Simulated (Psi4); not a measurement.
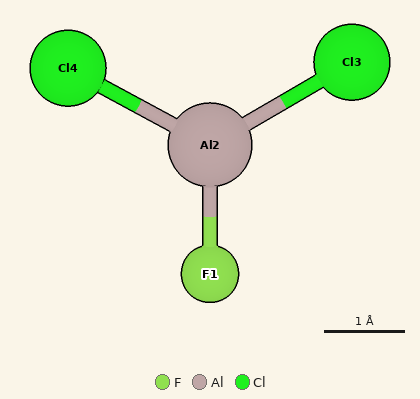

Fig. 1: The structure as given in the input (ball-and-stick view, seen at a tilt; atoms are numbered from 1 in the order of the input). Sticks mark near contacts. Bond lengths as drawn: Al–Cl 2.06 Å and Al–F 1.63 Å.

# Energy and gradient calculation, with input and output: AlCl2F

AlCl2F, multiplicity 3, SMILES [F][Al]([Cl])[Cl], computed with wB97X/def2-SVPD, UKS (Psi4 1.11).

The geometry is that of the parent species in another charge or spin state. The geometry comes from this level: PBE0-D4/def2-TZVP.

What the program printed:
```
Psi4 1.11 release

gradient() will perform analytic gradient computation.

   => Loading Basis Set <=

    Name: DEF2-SVPD
    Role: ORBITAL
    Keyword: BASIS

         ---------------------------------------------------------
                                   SCF
                              UKS Reference
                        1 Threads,   2098 MiB Core
         ---------------------------------------------------------

  ==> Geometry <==

    Molecular point group: c1
    Full point group: C1

    Geometry (in Angstrom), charge = 0, multiplicity = 3:

       Center              X                  Y                   Z               Mass
    ------------   -----------------  -----------------  -----------------  -----------------
         F            0.099797972896     0.443193204136     1.920586789161    18.998403162730
         AL           0.017177972896     0.076503204136     0.331836789161    26.981538530000
         CL           1.235417972896    -1.408716795864    -0.425213210839    34.968852682000
         CL          -1.302892027104     1.108903204136    -0.874273210839    34.968852682000

  Running in c1 symmetry.

  Rotational constants: A =      0.15564  B =      0.07426  C =      0.05027 [cm^-1]
  Rotational constants: A =   4665.91417  B =   2226.32200  C =   1507.17809 [MHz]
  Nuclear repulsion =  244.295361750994289

  Charge       = 0
  Multiplicity = 3
  Electrons    = 56
  Nalpha       = 29
  Nbeta        = 27

  ==> Algorithm <==

  SCF Algorithm Type is PK.
  DIIS enabled.
  MOM disabled.
  Fractional occupation disabled.
  Guess Type is SAD.
  Energy threshold   = 1.00e-09
  Density threshold  = 1.00e-08
  Integral threshold = 1.00e-12

  ==> Primary Basis <==

  Basis Set: DEF2-SVPD
    Blend: DEF2-SVPD
    Number of shells: 41
    Number of basis functions: 101
    Number of Cartesian functions: 109
    Spherical Harmonics?: true
    Max angular momentum: 2

  ==> DFT Potential <==

   => LibXC <=

    Version 7.1.2

   => Composite Functional: WB97X <=

    wB97X Hyb-GGA Exchange-Correlation Functional

    Deriv               =              1
    GGA                 =           TRUE
    Meta                =          FALSE

    Exchange Hybrid     =           TRUE
    MP2 Hybrid          =          FALSE

   => Exchange-Correlation Functionals <=

    1.0000   wB97X range-separated functional

   => Exact (HF) Exchange <=

    0.8423            HF,LR [omega = 0.3000]
    0.1577               HF

   => LibXC Density Thresholds  <==

    XC_HYB_GGA_XC_WB97X:  1.00E-14

   => Molecular Quadrature <=

    Radial Scheme          =       TREUTLER
    Pruning Scheme         =           NONE
    Nuclear Scheme         =       TREUTLER

    Blocking Scheme        =         OCTREE
    BS radius alpha        =              1
    Pruning alpha          =              1
    Radial Points          =             99
    Spherical Points       =            590
    Total Points           =         225062
    Total Blocks           =           1784
    Max Points             =            256
    Max Functions          =             98
    Weights Tolerance      =       1.00E-15

  ==> Integral Setup <==

  Using in-core PK algorithm.
   Calculation information:
      Number of atoms:                   4
      Number of AO shells:              41
      Number of primitives:             77
      Number of atomic orbitals:       109
      Number of basis functions:       101

      Integral cutoff                 1.00e-12
      Number of threads:                 1

  Performing in-core PK
  Using 39806928 doubles for integral storage.
  We computed 327596 shell quartets total.
  Whereas there are 371091 unique shell quartets.

  Computing range-separated integrals for PK
  We computed 327596 wK shell quartets total.
  Whereas there are 371091 wK unique shell quartets.

  ==> DiskJK: Disk-Based J/K Matrices <==

    J tasked:                  Yes
    K tasked:                  Yes
    wK tasked:                 Yes
    Omega:               3.000E-01
    Memory [MiB]:             1042
    Schwarz Cutoff:          1E-12

  Cached 100.0% of DFT collocation blocks in 0.519 [GiB].

  Minimum eigenvalue in the overlap matrix is 1.2496376491E-03.
  Reciprocal condition number of the overlap matrix is 1.9918160273E-04.
    Using symmetric orthogonalization.

  ==> Pre-Iterations <==

  SCF Guess: Superposition of Atomic Densities via on-the-fly atomic UHF (no occupation information).

   -------------------------
    Irrep   Nso     Nmo
   -------------------------
     A        101     101
   -------------------------
    Total     101     101
   -------------------------

  ==> Iterations <==

                        Total Energy        Delta E     RMS |[F,P]|

   @UKS iter SAD: -1261.86102074349446   -1.26186e+03   0.00000e+00
   @UKS iter   1: -1262.06972093397621   -2.08700e-01   4.98945e-03 ADIIS/DIIS
   @UKS iter   2: -1261.95141131299238    1.18310e-01   7.96738e-03 ADIIS/DIIS
   @UKS iter   3: -1262.16651205593985   -2.15101e-01   4.68156e-04 ADIIS/DIIS
   @UKS iter   4: -1262.16838673077655   -1.87467e-03   1.53184e-04 ADIIS/DIIS
   @UKS iter   5: -1262.16895521865627   -5.68488e-04   6.57702e-05 DIIS
   @UKS iter   6: -1262.16919622607543   -2.41007e-04   4.04279e-05 DIIS
   @UKS iter   7: -1262.16929015732990   -9.39313e-05   2.00623e-05 DIIS
   @UKS iter   8: -1262.16931681879237   -2.66615e-05   7.68483e-06 DIIS
   @UKS iter   9: -1262.16932131721114   -4.49842e-06   4.07941e-06 DIIS
   @UKS iter  10: -1262.16932273372481   -1.41651e-06   2.97305e-06 DIIS
   @UKS iter  11: -1262.16932378311844   -1.04939e-06   1.86626e-06 DIIS
   @UKS iter  12: -1262.16932431288797   -5.29770e-07   6.75577e-07 DIIS
   @UKS iter  13: -1262.16932435538615   -4.24982e-08   4.29160e-07 DIIS
   @UKS iter  14: -1262.16932436072329   -5.33714e-09   1.69118e-07 DIIS
   @UKS iter  15: -1262.16932436174875   -1.02546e-09   6.42340e-08 DIIS
   @UKS iter  16: -1262.16932436199249   -2.43745e-10   2.60758e-08 DIIS
   @UKS iter  17: -1262.16932436202137   -2.88765e-11   1.18450e-08 DIIS
   @UKS iter  18: -1262.16932436202751   -6.13909e-12   8.06619e-09 DIIS
  Energy and wave function converged.

  ==> Post-Iterations <==

   Electrons on quadrature grid:
      Nalpha   =   29.0000012609 ; deviation = 1.261e-06
      Nbeta    =   27.0000012792 ; deviation = 1.279e-06
      Ntotal   =   56.0000025401 ; deviation = 2.540e-06

   @Spin Contamination Metric:   1.042798724E-02
   @S^2 Expected:                2.000000000E+00
   @S^2 Observed:                2.010427987E+00
   @S   Expected:                1.000000000E+00
   @S   Observed:                1.000000000E+00

    Orbital Energies [Eh]
    ---------------------

    Alpha Occupied:

       1A   -101.557227     2A   -101.557212     3A    -56.102243
       4A    -24.722121     5A     -9.629402     6A     -9.629391
       7A     -7.398693     8A     -7.398661     9A     -7.390146
      10A     -7.390135    11A     -7.386740    12A     -7.386729
      13A     -4.295406    14A     -2.849185    15A     -2.846995
      16A     -2.846470    17A     -1.256025    18A     -1.032245
      19A     -1.023061    20A     -0.618677    21A     -0.569086
      22A     -0.565886    23A     -0.535559    24A     -0.535273
      25A     -0.533984    26A     -0.511371    27A     -0.509931
      28A     -0.503143    29A     -0.190562

    Alpha Virtual:

      30A      0.022349    31A      0.073104    32A      0.092280
      33A      0.096040    34A      0.113236    35A      0.125552
      36A      0.128835    37A      0.139077    38A      0.149403
      39A      0.153477    40A      0.156325    41A      0.166753
      42A      0.187343    43A      0.203866    44A      0.225778
      45A      0.243731    46A      0.249758    47A      0.291289
      48A      0.293900    49A      0.302502    50A      0.307907
      51A      0.310503    52A      0.335634    53A      0.343065
      54A      0.343611    55A      0.361025    56A      0.383609
      57A      0.396335    58A      0.408358    59A      0.428219
      60A      0.455512    61A      0.473400    62A      0.526205
      63A      0.611914    64A      0.624026    65A      0.630653
      66A      0.639864    67A      0.675649    68A      0.730492
      69A      0.797762    70A      0.807411    71A      0.845704
      72A      0.864261    73A      0.917632    74A      0.930453
      75A      0.948746    76A      1.001023    77A      1.004661
      78A      1.007503    79A      1.011144    80A      1.027067
      81A      1.046797    82A      1.062019    83A      1.067776
      84A      1.092666    85A      1.123548    86A      1.136932
      87A      1.144063    88A      1.189402    89A      1.287928
      90A      1.297478    91A      1.483045    92A      1.554070
      93A      1.595587    94A      1.696289    95A      1.963416
      96A      2.326246    97A      3.443153    98A      3.450681
      99A      3.463117   100A      3.486936   101A      3.617550

    Beta Occupied:

       1A   -101.552841     2A   -101.552826     3A    -56.100238
       4A    -24.719909     5A     -9.625639     6A     -9.625624
       7A     -7.388017     8A     -7.387984     9A     -7.385765
      10A     -7.385753    11A     -7.383811    12A     -7.383801
      13A     -4.292847    14A     -2.847435    15A     -2.845177
      16A     -2.844654    17A     -1.249898    18A     -0.998826
      19A     -0.985404    20A     -0.600729    21A     -0.550815
      22A     -0.547429    23A     -0.527966    24A     -0.508991
      25A     -0.500827    26A     -0.492043    27A     -0.439615

    Beta Virtual:

      28A     -0.260389    29A      0.009981    30A      0.033338
      31A      0.102494    32A      0.114958    33A      0.121278
      34A      0.133819    35A      0.144775    36A      0.146329
      37A      0.149726    38A      0.156667    39A      0.168406
      40A      0.173761    41A      0.186032    42A      0.186134
      43A      0.218562    44A      0.230206    45A      0.260725
      46A      0.264731    47A      0.297311    48A      0.299259
      49A      0.313565    50A      0.315255    51A      0.319096
      52A      0.349203    53A      0.351507    54A      0.352582
      55A      0.355600    56A      0.396949    57A      0.397922
      58A      0.420162    59A      0.437337    60A      0.455028
      61A      0.478808    62A      0.528873    63A      0.615100
      64A      0.622872    65A      0.646233    66A      0.646578
      67A      0.685542    68A      0.738668    69A      0.805418
      70A      0.813591    71A      0.855760    72A      0.875865
      73A      0.918066    74A      0.943240    75A      0.958895
      76A      1.005072    77A      1.029202    78A      1.032598
      79A      1.040042    80A      1.053054    81A      1.056858
      82A      1.079973    83A      1.087326    84A      1.109690
      85A      1.131285    86A      1.146653    87A      1.166577
      88A      1.207224    89A      1.306453    90A      1.313045
      91A      1.494569    92A      1.562438    93A      1.597716
      94A      1.700009    95A      1.964144    96A      2.332628
      97A      3.445854    98A      3.452856    99A      3.465537
     100A      3.491471   101A      3.622296

    Final Occupation by Irrep:
              A
    DOCC [    27 ]
    SOCC [     2 ]
    NA   [    29 ]
    NB   [    27 ]

  @UKS Final Energy: -1262.16932436202751

   => Energetics <=

    Nuclear Repulsion Energy =            244.2953617509942887
    One-Electron Energy =               -2232.2816358794821099
    Two-Electron Energy =                 790.6951536490640819
    DFT Exchange-Correlation Energy =     -64.8782038826036001
    Empirical Dispersion Energy =           0.0000000000000000
    VV10 Nonlocal Energy =                  0.0000000000000000
    Total Energy =                      -1262.1693243620272824

  UHF NO Occupations:
  HONO-2 :   27  A 1.9960442
  HONO-1 :   28  A 1.0000000
  HONO-0 :   29  A 1.0000000
  LUNO+0 :   30  A 0.0039558
  LUNO+1 :   31  A 0.0004090
  LUNO+2 :   32  A 0.0002296
  LUNO+3 :   33  A 0.0001835

Computation Completed

Properties will be evaluated at   0.000000,   0.000000,   0.000000 [a0]

Properties computed using the SCF density matrix

 Multipole Moments:

 ------------------------------------------------------------------------------------
     Multipole            Electronic (a.u.)      Nuclear  (a.u.)        Total (a.u.)
 ------------------------------------------------------------------------------------

 L = 1.  Multiply by 2.5417464519 to convert [e a0] to [Debye]
 Dipole X            :          0.0034350           -0.0483080           -0.0448731
 Dipole Y            :          0.0120425           -0.2145795           -0.2025370
 Dipole Z            :          0.0473093           -0.9299528           -0.8826435
 Magnitude           :                                                    0.9066942

 ------------------------------------------------------------------------------------

	total time  =         18 seconds =       0.30 minutes

         ------------------------------------------------------------
                                   SCF GRAD
         ------------------------------------------------------------

  ==> Geometry <==

    Molecular point group: c1
    Full point group: C1

    Geometry (in Angstrom), charge = 0, multiplicity = 3:

       Center              X                  Y                   Z               Mass
    ------------   -----------------  -----------------  -----------------  -----------------
         F            0.099797972896     0.443193204136     1.920586789161    18.998403162730
         AL           0.017177972896     0.076503204136     0.331836789161    26.981538530000
         CL           1.235417972896    -1.408716795864    -0.425213210839    34.968852682000
         CL          -1.302892027104     1.108903204136    -0.874273210839    34.968852682000

  Nuclear repulsion =  244.295361750994289

  ==> Basis Set <==

  Basis Set: DEF2-SVPD
    Blend: DEF2-SVPD
    Number of shells: 41
    Number of basis functions: 101
    Number of Cartesian functions: 109
    Spherical Harmonics?: true
    Max angular momentum: 2

  ==> DirectJKGrad: Integral-Direct SCF Gradients <==

    Gradient:                    1
    J tasked:                  Yes
    K tasked:                  Yes
    wK tasked:                 Yes
    Omega:               3.000E-01
    Integrals threads:           1
    Schwarz Cutoff:          1E-12

  ==> DFT Potential <==

   => LibXC <=

    Version 7.1.2

   => Composite Functional: WB97X <=

    wB97X Hyb-GGA Exchange-Correlation Functional

    Deriv               =              1
    GGA                 =           TRUE
    Meta                =          FALSE

    Exchange Hybrid     =           TRUE
    MP2 Hybrid          =          FALSE

   => Exchange-Correlation Functionals <=

    1.0000   wB97X range-separated functional

   => Exact (HF) Exchange <=

    0.8423            HF,LR [omega = 0.3000]
    0.1577               HF

   => LibXC Density Thresholds  <==

    XC_HYB_GGA_XC_WB97X:  1.00E-14

   => Molecular Quadrature <=

    Radial Scheme          =       TREUTLER
    Pruning Scheme         =           NONE
    Nuclear Scheme         =       TREUTLER

    Blocking Scheme        =         OCTREE
    BS radius alpha        =              1
    Pruning alpha          =              1
    Radial Points          =             99
    Spherical Points       =            590
    Total Points           =         225062
    Total Blocks           =           1784
    Max Points             =            256
    Max Functions          =             98
    Weights Tolerance      =       1.00E-15

  -Total Gradient:
     Atom            X                  Y                   Z
    ------   -----------------  -----------------  -----------------
       1       -0.001917920980    -0.008420812780    -0.036365689793
       2       -0.001884270391    -0.008628148348    -0.037749389787
       3       -0.038698077120     0.048772059528     0.029802501828
       4        0.042492714753    -0.031756604690     0.044167378927

	total time  =          6 seconds =       0.10 minutes

Properties will be evaluated at   0.000000,   0.000000,   0.000000 [a0]

Properties computed using the WB97X density matrix

  Lowdin Charges: (a.u.)
   Center  Symbol    Alpha    Beta     Spin     Total
       1     F     4.80328  4.69198  0.11130 -0.49526
       2    AL     6.65522  6.16903  0.48619  0.17575
       3    CL     8.77074  8.06952  0.70122  0.15974
       4    CL     8.77076  8.06947  0.70128  0.15977

  Total alpha = 29.00000, Total beta = 27.00000, Total charge =  0.00000

  Mayer Bond Indices:

  Total Bond Index:
  Irrep: 1 Size: 4 x 4

                 1                   2                   3                   4

    1     0.00000000000000     0.54319644428620     0.04850033654984     0.04850232656140
    2     0.54319644428620     0.00000000000000     0.41874645976942     0.41871128162856
    3     0.04850033654984     0.41874645976942     0.00000000000000     0.43526563856868
    4     0.04850232656140     0.41871128162856     0.43526563856868     0.00000000000000

  Alpha Contribution:
  Irrep: 1 Size: 4 x 4

                 1                   2                   3                   4

    1     0.00000000000000     0.21947717910816     0.01927323848221     0.01927344505446
    2     0.21947717910816     0.00000000000000     0.06777187001081     0.06775703046080
    3     0.01927323848221     0.06777187001081     0.00000000000000    -0.01012203204770
    4     0.01927344505446     0.06775703046080    -0.01012203204770     0.00000000000000

  Beta Contribution:
  Irrep: 1 Size: 4 x 4

                 1                   2                   3                   4

    1     0.00000000000000     0.32371926517804     0.02922709806764     0.02922888150693
    2     0.32371926517804     0.00000000000000     0.35097458975861     0.35095425116775
    3     0.02922709806764     0.35097458975861     0.00000000000000     0.44538767061638
    4     0.02922888150693     0.35095425116775     0.44538767061638     0.00000000000000

  Atomic Valences:

 #  #
 Irrep: 1
      1:    0.640199107397442
      2:    1.380654185684172
      3:    0.902512434887942
      4:    0.902479246758635

  Wiberg Bond Indices using Orthogonal Lowdin Orbitals:

  Total Bond Index:
  Irrep: 1 Size: 4 x 4

                 1                   2                   3                   4

    1     0.00000000000000     1.43624319075609     0.16022959582608     0.16023077675236
    2     1.43624319075609     0.00000000000000     1.61045071722308     1.61041731787009
    3     0.16022959582608     1.61045071722308     0.00000000000000     0.52409739024111
    4     0.16023077675236     1.61041731787009     0.52409739024111     0.00000000000000

  Alpha Contribution:
  Irrep: 1 Size: 4 x 4

                 1                   2                   3                   4

    1     0.00000000000000     0.75044342706996     0.08107493138490     0.08107505413351
    2     0.75044342706996     0.00000000000000     0.86210239073811     0.86208997429955
    3     0.08107493138490     0.86210239073811     0.00000000000000     0.09966057999715
    4     0.08107505413351     0.86208997429955     0.09966057999715     0.00000000000000

  Beta Contribution:
  Irrep: 1 Size: 4 x 4

                 1                   2                   3                   4

    1     0.00000000000000     0.68579976368612     0.07915466444118     0.07915572261885
    2     0.68579976368612     0.00000000000000     0.74834832648497     0.74832734357054
    3     0.07915466444118     0.74834832648497     0.00000000000000     0.42443681024396
    4     0.07915572261885     0.74832734357054     0.42443681024396     0.00000000000000

  Atomic Valences:

 #  #
 Irrep: 1
      1:    1.756703563334530
      2:    4.657111225849251
      3:    2.294777703290273
      4:    2.294745484863558

    Psi4 run time: 0:00:24.30
```

This output came from the following input.

The input (job.in):
```
memory 2200 MB

molecule {
  0 3
  F      0.087420     0.388220     1.682350
  Al     0.004800     0.021530     0.093600
  Cl     1.223040    -1.463690    -0.663450
  Cl    -1.315270     1.053930    -1.112510
  symmetry c1
}

set {
  basis                def2-SVPD
  reference            uks
  puream               true
  e_convergence        1e-09
  d_convergence        1e-08
  scf_type             pk
  dft_radial_points    99
  dft_spherical_points 590
  maxiter              100
}

e_tot, wfn = gradient('wb97x', return_wfn=True)
oeprop(wfn, 'MAYER_INDICES', 'LOWDIN_CHARGES', 'WIBERG_LOWDIN_INDICES', title='WB97X')
```

Command:
```bash
psi4 job.in job.out -n 1
```

Results in brief:

| quantity | value |
| --- | --- |
| outcome | converged |
| total energy | −1262.169324 hartree |
| basis functions | 101 |
| largest force | 3.550 eV/Å |
| ⟨S²⟩ | 2.010 |
| dipole moment | 2.30 D |
| hardware | 1 thread of Intel Xeon (Granite Rapids), 64 GiB of memory available, shared host |
| wall time | 25 s |
| peak memory | 1 GiB |
